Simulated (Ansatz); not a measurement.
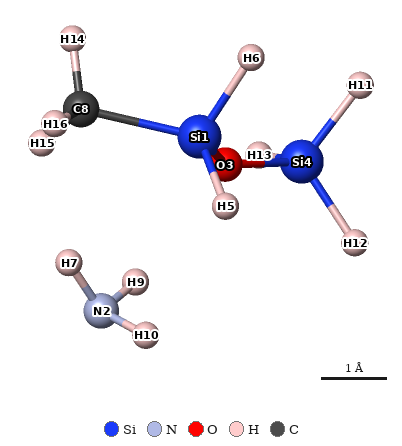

*The starting structure (ball-and-stick view, seen at a tilt; atoms are numbered from 1 in the order of the input).*

**Geometry relaxation, with input and output: CH$_{11}$NOSi$_{2}$ (part 1 of 2)**

System: CH$_{11}$NOSi$_{2}$.
Method: RKS B3LYP-D4/def2-SVP (Ansatz 0.2.0).

It belongs to a series of runs on one base structure; here: end point B relaxed. Figures and captions count atoms from 1; the log counts them from 0 in places.

Log
```
The last accepted step is kept in [file] (removed where the run ends without a failure and the disk answers)
Engine: ansatz 0.2.0, aarch64-unknown-linux-gnu
Functional definition: B3LYP
  parameter a0 = 0.2
  parameter ax = 0.72
  parameter ac = 0.81
  exchange = (1 - a0 - ax)*slater_x + ax*b88_x + a0*exact_x
  correlation = (1 - ac)*vwn_rpa_c + ac*lyp_c
1408 factors; integrals over basis functions are off by at most 5.8e-4 eV
mean field evaluation 1: about -20490.7692 eV, gradient 8.0e1 eV
mean field evaluation 2: about -20474.0545 eV, gradient 1.2e2 eV
mean field evaluation 4: about -20503.3137 eV, gradient 6.5e0 eV
mean field evaluation 8: about -20503.4156 eV, gradient 8.2e-2 eV
mean field -20503.41560240 eV, -753.4866256738 hartree, gradient 7.6e-5 eV, S^2 0.000000; 0 other end points of the search recorded, 0 dependent functions left out
the calculation of the forces begins
reference -20503.41592428 eV, -753.4866375027 hartree; 30, 30 occupied and 103, 103 virtual orbitals, 1408 factors
relax step   1: F+E_penalty+E_count = -20503.94574051 eV  Δ(F+E_penalty+E_count) = +0.000e0 eV  max|allowed force component| = 2.980e-1 eV/Å  Δτ_max = 0.0000 Å  (24 SCF iters, accepted)
these checks for a lower state are left out or cut short: starts, cluster_reference, orbital_swaps, neighbouring_geometries, increment
1408 factors; integrals over basis functions are off by at most 5.9e-4 eV
mean field evaluation 16: about -20503.4192 eV, gradient 4.5e0 eV
mean field -20503.50167868 eV, -753.4897889189 hartree, gradient 1.1e-5 eV, S^2 0.000000; 0 other end points of the search recorded, 0 dependent functions left out
[... from here on the field's lines of each further geometry are left out, up to the last ...]
relax step   2: F+E_penalty+E_count = -20504.01796602 eV  Δ(F+E_penalty+E_count) = -7.223e-2 eV  max|allowed force component| = 1.156e-1 eV/Å  Δτ_max = 0.1947 Å  (28 SCF iters, accepted)
relax step   3: F+E_penalty+E_count = -20504.04440378 eV  Δ(F+E_penalty+E_count) = -2.644e-2 eV  max|allowed force component| = 2.587e-1 eV/Å  Δτ_max = 0.2000 Å  (27 SCF iters, accepted)
relax step   4: F+E_penalty+E_count = -20504.05101679 eV  Δ(F+E_penalty+E_count) = -6.613e-3 eV  max|allowed force component| = 4.392e-1 eV/Å  Δτ_max = 0.1380 Å  (25 SCF iters, accepted)
relax step   5: F+E_penalty+E_count = -20504.04720380 eV  Δ(F+E_penalty+E_count) = +3.813e-3 eV  max|allowed force component| = 5.171e-1 eV/Å  Δτ_max = 0.2000 Å  (26 SCF iters, rejected (line search))
relax step   6: F+E_penalty+E_count = -20504.06409107 eV  Δ(F+E_penalty+E_count) = -1.307e-2 eV  max|allowed force component| = 1.972e-1 eV/Å  Δτ_max = 0.0976 Å  (27 SCF iters, accepted)
relax step   7: F+E_penalty+E_count = -20504.07058792 eV  Δ(F+E_penalty+E_count) = -6.497e-3 eV  max|allowed force component| = 2.677e-1 eV/Å  Δτ_max = 0.0961 Å  (24 SCF iters, accepted)
relax step   8: F+E_penalty+E_count = -20504.08063346 eV  Δ(F+E_penalty+E_count) = -1.005e-2 eV  max|allowed force component| = 3.455e-1 eV/Å  Δτ_max = 0.1450 Å  (24 SCF iters, accepted)
relax step   9: F+E_penalty+E_count = -20504.08673649 eV  Δ(F+E_penalty+E_count) = -6.103e-3 eV  max|allowed force component| = 3.851e-1 eV/Å  Δτ_max = 0.1667 Å  (27 SCF iters, accepted)
relax step  10: F+E_penalty+E_count = -20504.10450012 eV  Δ(F+E_penalty+E_count) = -1.776e-2 eV  max|allowed force component| = 5.987e-2 eV/Å  Δτ_max = 0.1341 Å  (25 SCF iters, accepted)
relax step  11: F+E_penalty+E_count = -20504.09237859 eV  Δ(F+E_penalty+E_count) = +1.212e-2 eV  max|allowed force component| = 2.554e-1 eV/Å  Δτ_max = 0.1469 Å  (24 SCF iters, rejected (line search))
relax step  12: F+E_penalty+E_count = -20504.10754878 eV  Δ(F+E_penalty+E_count) = -3.049e-3 eV  max|allowed force component| = 2.863e-2 eV/Å  Δτ_max = 0.0728 Å  (23 SCF iters, accepted)
relax step  13: F+E_penalty+E_count = -20504.10999890 eV  Δ(F+E_penalty+E_count) = -2.450e-3 eV  max|allowed force component| = 1.257e-1 eV/Å  Δτ_max = 0.0976 Å  (24 SCF iters, accepted)
relax step  14: F+E_penalty+E_count = -20504.11150201 eV  Δ(F+E_penalty+E_count) = -1.503e-3 eV  max|allowed force component| = 1.551e-1 eV/Å  Δτ_max = 0.0810 Å  (24 SCF iters, accepted)
relax step  15: F+E_penalty+E_count = -20504.11309987 eV  Δ(F+E_penalty+E_count) = -1.598e-3 eV  max|allowed force component| = 1.345e-1 eV/Å  Δτ_max = 0.0628 Å  (25 SCF iters, accepted)
relax step  16: F+E_penalty+E_count = -20504.11339223 eV  Δ(F+E_penalty+E_count) = -2.924e-4 eV  max|allowed force component| = 1.699e-1 eV/Å  Δτ_max = 0.0821 Å  (25 SCF iters, accepted)
relax step  17: F+E_penalty+E_count = -20504.11493494 eV  Δ(F+E_penalty+E_count) = -1.543e-3 eV  max|allowed force component| = 1.123e-1 eV/Å  Δτ_max = 0.0355 Å  (26 SCF iters, accepted)
relax step  18: F+E_penalty+E_count = -20504.11550239 eV  Δ(F+E_penalty+E_count) = -5.675e-4 eV  max|allowed force component| = 5.145e-2 eV/Å  Δτ_max = 0.0212 Å  (26 SCF iters, accepted)
relax step  19: F+E_penalty+E_count = -20504.11619856 eV  Δ(F+E_penalty+E_count) = -6.962e-4 eV  max|allowed force component| = 1.936e-2 eV/Å  Δτ_max = 0.0475 Å  (25 SCF iters, accepted)
relax step  20: F+E_penalty+E_count = -20504.11655331 eV  Δ(F+E_penalty+E_count) = -3.547e-4 eV  max|allowed force component| = 6.127e-2 eV/Å  Δτ_max = 0.1011 Å  (24 SCF iters, accepted)
the calculation of the forces begins
reference -20503.62244702 eV, -753.4942270735 hartree; 30, 30 occupied and 103, 103 virtual orbitals, 1408 factors
relax step  21: F+E_penalty+E_count = -20504.11682514 eV  Δ(F+E_penalty+E_count) = -2.718e-4 eV  max|allowed force component| = 2.543e-2 eV/Å  Δτ_max = 0.0250 Å  (26 SCF iters, accepted)
1408 factors; integrals over basis functions are off by at most 5.7e-4 eV
mean field evaluation 128: about -20490.6954 eV, gradient 8.0e1 eV
```

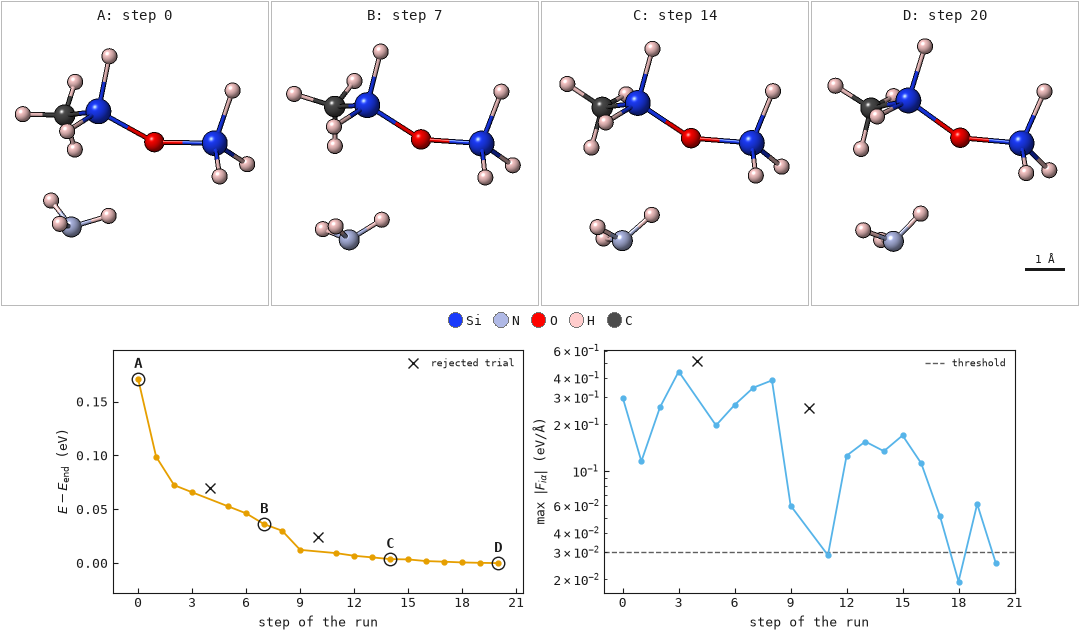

*Frames of the relaxation (ball-and-stick view, seen at a tilt) above the curves, on which the letters mark them (the first geometry is step 0 here and step 1 in the log).*

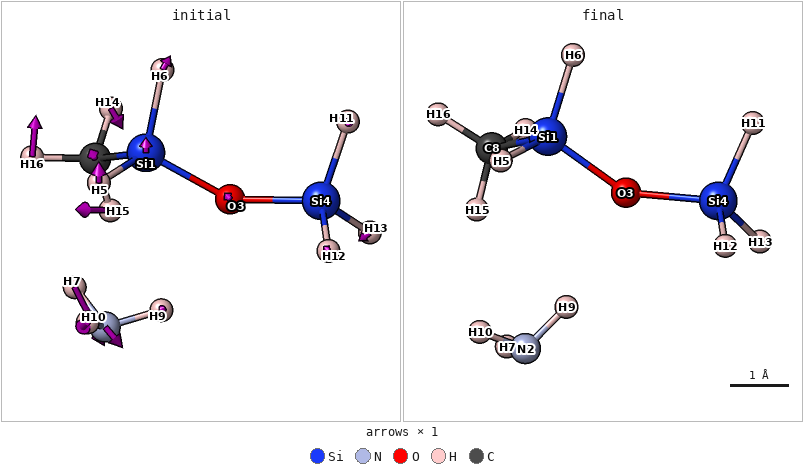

*Before (left) and after (right) the relaxation, at one scale (ball-and-stick view, seen at a tilt). The pink arrows give the displacements, at true length.*

H7 moves most after the best rigid fit: 1.24 Å. Largest moves by element: H 1.24 Å, N 0.49 Å, Si 0.29 Å, C 0.25 Å, O 0.18 Å. Distances before and after: Si1–H5 1.489 → 1.493 Å. Among the angles that change: Si1–C8–H15 113.2° → 108.7°, H6–Si1–C8 108.7° → 111.6°, H5–Si1–C8 113.0° → 110.5°. After 20 geometry steps the energy has fallen by 0.171 eV. The largest force component goes from 0.3 to 0.025 eV/Å. The line search rejected the trial steps at points 4, 10 (counted from 0) and went back. (Atoms are counted from 1 in the order of the input.)

```
mean field -20503.62211841 eV, -753.4942149972 hartree, gradient 6.2e-5 eV, S^2 0.000000; 1 other end points of the search recorded, 0 dependent functions left out
the calculation of the forces begins
reference -20503.62244702 eV, -753.4942270735 hartree; 30, 30 occupied and 103, 103 virtual orbitals, 1408 factors
Total energy: -20504.11715376 eV, -753.5124072107 hartree
Atom 0 at    -0.109799     1.052164     0.851416 Å, force     0.001564     0.000590    -0.004653 eV/Å
Atom 1 at     1.547136    -2.117520    -0.219873 Å, force    -0.006065     0.007274     0.023734 eV/Å
Atom 2 at    -0.214919     0.559985    -0.744106 Å, force    -0.001394     0.008268     0.007760 eV/Å
Atom 3 at    -0.444605     1.065710    -2.313028 Å, force    -0.003969     0.000062    -0.004655 eV/Å
Atom 4 at     1.326415     1.283120     1.188370 Å, force    -0.010118    -0.001448    -0.001658 eV/Å
Atom 5 at    -0.849366     2.341914     1.007071 Å, force     0.004685    -0.009497    -0.001706 eV/Å
Atom 6 at     0.915842    -2.757402     0.264859 Å, force     0.018927     0.021990    -0.012629 eV/Å
Atom 7 at    -0.830670    -0.288858     1.936617 Å, force     0.001761    -0.006293    -0.003212 eV/Å
Atom 8 at     0.972926    -1.352856    -0.578631 Å, force     0.009574    -0.015745     0.010580 eV/Å
Atom 9 at     2.156278    -1.713598     0.493733 Å, force    -0.025427    -0.013821    -0.022696 eV/Å
Atom 10 at    -1.216036     2.344732    -2.329375 Å, force     0.005800    -0.009869     0.000723 eV/Å
Atom 11 at     0.870885     1.280178    -2.980672 Å, force    -0.007030     0.000459     0.003642 eV/Å
Atom 12 at    -1.208851     0.016629    -3.042485 Å, force     0.008112     0.006123     0.005131 eV/Å
Atom 13 at    -1.894438    -0.460195     1.706744 Å, force     0.008310     0.001886     0.000163 eV/Å
Atom 14 at    -0.279333    -1.224574     1.755201 Å, force    -0.006227     0.008885     0.001974 eV/Å
Atom 15 at    -0.741263    -0.029329     3.004157 Å, force     0.001496     0.001135    -0.002497 eV/Å
Dipole moment:    -0.250633     0.173011     0.300864 e Å
```

Trajectory as extended XYZ (Å, eV, eV/Å), 21 frames, from step=1 to step=21
```
16
Properties=species:S:1:pos:R:3:forces:R:3 step=1 energy=-20503.94574
Si   -0.0054    0.7941    0.7481   -0.0773   0.2980  -0.0164
N     1.4836   -1.9025    0.1964    0.1561  -0.1648  -0.0412
O    -0.2647    0.4487   -0.8678    0.0111   0.0059   0.0637
Si   -0.4921    1.0904   -2.3834    0.0071   0.0021  -0.0382
H     1.4518    0.8999    1.0337    0.0024   0.0086  -0.0129
H    -0.6005    2.1384    1.0316    0.0053  -0.0064  -0.0310
H     0.9451   -1.8154    1.0564    0.1848  -0.1149  -0.1130
C    -0.8697   -0.4809    1.8143   -0.2800   0.0970   0.1474
H     0.9235   -1.4820   -0.5452    0.0260  -0.0374   0.0292
H     2.3132   -1.3184    0.3059   -0.0526  -0.0429  -0.0142
H    -1.0938    2.4536   -2.2929   -0.0027  -0.0044   0.0130
H     0.8155    1.1847   -3.0952   -0.0059   0.0004  -0.0011
H    -1.4044    0.1946   -3.1465    0.0049   0.0054   0.0064
H    -1.8859   -0.1276    2.0546   -0.0045  -0.0002   0.0088
H    -0.9767   -1.4560    1.3202    0.0054  -0.0175  -0.0217
H    -0.3396   -0.6217    2.7698    0.0199  -0.0289   0.0211
16
Properties=species:S:1:pos:R:3:forces:R:3 step=2 energy=-20504.01797
Si   -0.0442    0.8433    0.7649   -0.0449   0.0562  -0.0511
N     1.5690   -1.9796    0.1441   -0.0247  -0.0292  -0.0672
O    -0.2810    0.4737   -0.8495    0.0233  -0.0131   0.0475
Si   -0.4932    1.0942   -2.3769   -0.0148   0.0146   0.0110
H     1.4153    0.9373    1.0494   -0.0034  -0.0172   0.0091
H    -0.6347    2.1902    1.0291   -0.0068   0.0251  -0.0119
H     1.0563   -1.9725    1.0265    0.1156  -0.0428  -0.0881
C    -0.9119   -0.4369    1.8309   -0.0802   0.0443   0.0826
H     0.9566   -1.5411   -0.5478    0.0672  -0.0515   0.0772
H     2.3618   -1.3482    0.2645   -0.0397  -0.0135   0.0067
H    -1.0960    2.4572   -2.2959   -0.0027   0.0088  -0.0104
H     0.8165    1.1835   -3.0855   -0.0021  -0.0076   0.0141
H    -1.4031    0.1946   -3.1380    0.0078  -0.0045   0.0087
H    -1.9293   -0.0948    2.0775   -0.0185   0.0126   0.0086
H    -1.0092   -1.4094    1.3265    0.0382   0.0111  -0.0377
H    -0.3726   -0.5915    2.7803   -0.0144   0.0067   0.0009
16
Properties=species:S:1:pos:R:3:forces:R:3 step=3 energy=-20504.04440
Si   -0.0685    0.8937    0.7884   -0.0107  -0.0198   0.0602
N     1.6211   -2.0326    0.0673   -0.1002   0.1211   0.1258
O    -0.2780    0.4881   -0.8188   -0.0308   0.0087  -0.0062
Si   -0.4916    1.0875   -2.3545    0.0199   0.0114  -0.0073
H     1.3909    0.9558    1.0881   -0.0109   0.0314   0.0114
H    -0.6566    2.2513    1.0170    0.0400  -0.0292  -0.0051
H     1.1551   -2.1389    0.9761    0.1658   0.0155  -0.2587
C    -0.9390   -0.3911    1.8485   -0.0328  -0.0236  -0.0280
H     0.9392   -1.5809   -0.5486    0.0649  -0.0781   0.0717
H     2.3574   -1.3354    0.2094   -0.0809  -0.0982   0.0149
H    -1.0975    2.4520   -2.2982    0.0004  -0.0221  -0.0015
H     0.8224    1.1665   -3.0538    0.0073   0.0093  -0.0088
H    -1.3907    0.1711   -3.1071   -0.0138  -0.0010   0.0074
H    -1.9812   -0.0938    2.0542    0.0436  -0.0420  -0.0346
H    -0.9547   -1.3581    1.3154   -0.0307   0.0930   0.1126
H    -0.4281   -0.5350    2.8165   -0.0310   0.0233  -0.0537
16
Properties=species:S:1:pos:R:3:forces:R:3 step=4 energy=-20504.05102
Si   -0.0758    0.9035    0.7994   -0.0281   0.0093   0.0764
N     1.6497   -2.0393    0.0130    0.1787  -0.0441  -0.3618
O    -0.2777    0.4872   -0.8056   -0.0227   0.0021   0.0012
Si   -0.4862    1.0788   -2.3450    0.0123   0.0146  -0.0217
H     1.3817    0.9654    1.1081   -0.0023   0.0082   0.0068
H    -0.6582    2.2659    1.0166    0.0400  -0.0327  -0.0102
H     1.2232   -2.2365    0.9064   -0.1893  -0.1409   0.4392
C    -0.9584   -0.3682    1.8632   -0.0470  -0.0605  -0.0285
H     0.9346   -1.5815   -0.5450   -0.1640   0.0519  -0.1635
H     2.3453   -1.3205    0.1911    0.1903   0.1242   0.0471
H    -1.0931    2.4432   -2.2978    0.0025  -0.0204   0.0022
H     0.8298    1.1553   -3.0409    0.0048   0.0061  -0.0076
H    -1.3849    0.1593   -3.0942   -0.0087  -0.0026   0.0050
H    -2.0100   -0.0791    2.0374    0.0852  -0.0489  -0.0440
H    -0.9503   -1.3459    1.3469   -0.0118   0.1153   0.1375
H    -0.4695   -0.4874    2.8465   -0.0399   0.0183  -0.0782
16
Properties=species:S:1:pos:R:3:forces:R:3 step=5 energy=-20504.04720 accepted=F
Si   -0.0544    0.9100    0.8486   -0.0272  -0.2217  -0.2497
N     1.6589   -1.9644   -0.1253   -0.0110  -0.2598   0.3412
O    -0.2837    0.4578   -0.7425    0.0524   0.1324  -0.3684
Si   -0.4708    1.0228   -2.2996    0.0156   0.0101   0.1310
H     1.4015    0.9313    1.1682   -0.0054  -0.0238   0.0317
H    -0.5726    2.2949    1.0232   -0.0604   0.0689   0.0845
H     1.2976   -2.3289    0.7654    0.0784   0.0955  -0.3114
C    -1.0002   -0.3364    1.8635   -0.1211  -0.2353   0.5171
H     0.8768   -1.5086   -0.5979    0.1374   0.0938   0.0831
H     2.3395   -1.2449    0.1286   -0.1681   0.0182  -0.1277
H    -1.0681    2.3886   -2.2694   -0.0219   0.0392  -0.0162
H     0.8476    1.0911   -2.9928    0.0029  -0.0257   0.0073
H    -1.3777    0.1043   -3.0393    0.0092  -0.0245   0.0066
H    -2.0821   -0.0986    1.8976    0.2311   0.0145   0.0276
H    -0.9074   -1.3686    1.4711    0.1126   0.3001  -0.0313
H    -0.6046   -0.3502    2.9005   -0.2244   0.0181  -0.1255
16
Properties=species:S:1:pos:R:3:forces:R:3 step=6 energy=-20504.06409
Si   -0.0751    0.9098    0.8143   -0.0140  -0.0350   0.0102
N     1.6647   -2.0354   -0.0389   -0.0264   0.0405  -0.0084
O    -0.2801    0.4825   -0.7876   -0.0058   0.0315  -0.0687
Si   -0.4830    1.0677   -2.3315    0.0060   0.0017   0.0145
H     1.3818    0.9579    1.1291   -0.0030  -0.0047   0.0078
H    -0.6368    2.2806    1.0165    0.0098  -0.0076   0.0137
H     1.2538   -2.2941    0.8596    0.0189  -0.0044  -0.0351
C    -0.9747   -0.3502    1.8715   -0.0763  -0.1446   0.0744
H     0.9248   -1.5715   -0.5693    0.0215  -0.0266   0.0083
H     2.3499   -1.3066    0.1668   -0.0050  -0.0171   0.0040
H    -1.0894    2.4319   -2.2910    0.0012  -0.0073   0.0027
H     0.8336    1.1414   -3.0266    0.0045   0.0006  -0.0030
H    -1.3837    0.1470   -3.0768   -0.0033  -0.0071   0.0017
H    -2.0448   -0.0916    1.9816    0.1564  -0.0455  -0.0302
H    -0.9117   -1.3505    1.4001    0.0036   0.1972   0.1242
H    -0.5290   -0.4188    2.8822   -0.0881   0.0284  -0.1161
16
Properties=species:S:1:pos:R:3:forces:R:3 step=7 energy=-20504.07059
Si   -0.0687    0.9052    0.8254   -0.0069  -0.0666  -0.0504
N     1.6669   -2.0115   -0.0874    0.0359  -0.0826   0.0823
O    -0.2816    0.4735   -0.7745    0.0172   0.0520  -0.1090
Si   -0.4779    1.0547   -2.3218    0.0031  -0.0094   0.0409
H     1.3870    0.9430    1.1455    0.0039  -0.0182   0.0021
H    -0.6125    2.2812    1.0221   -0.0186   0.0279   0.0256
H     1.2746   -2.3357    0.7985    0.0095  -0.0028  -0.0607
C    -0.9850   -0.3393    1.8799   -0.1153  -0.2160   0.2361
H     0.9099   -1.5463   -0.5877    0.0094   0.0487  -0.0070
H     2.3415   -1.2851    0.1566   -0.0420   0.0151  -0.0417
H    -1.0817    2.4190   -2.2837   -0.0051   0.0111  -0.0023
H     0.8393    1.1261   -3.0167    0.0020  -0.0054   0.0050
H    -1.3806    0.1344   -3.0652    0.0016  -0.0081   0.0006
H    -2.0676   -0.1062    1.9251    0.2207  -0.0423  -0.0095
H    -0.8767   -1.3633    1.4678    0.0232   0.2677   0.0875
H    -0.5867   -0.3498    2.9160   -0.1384   0.0290  -0.1994
```
